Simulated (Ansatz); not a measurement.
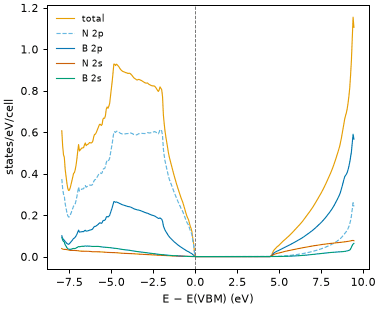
*Total and projected density of states of BN (zinc blende, F-43m), PBE (plane waves, PAW; program Ansatz)*

Task: Which orbitals carry the states next to the gap?

Result: Top 1 eV of the valence band: N 2p 84 %, B 2p 15 %. Bottom 1 eV of the conduction band: B 2p 55 %, N 2s 31 %, outside the projected shells 9 %. Projections are on Löwdin-orthogonalised atomic valence shells; empty p or d shells of many metals are not among them.

Task: Where is the tallest occupied peak in this window, and what makes it?

Result: Near -4.8 eV, about 0.93 states/eV per cell; the largest projected share is N 2p.

Symmetry was held in the PBE relaxation.

Potentials: the earlier of the program's two PAW sets.
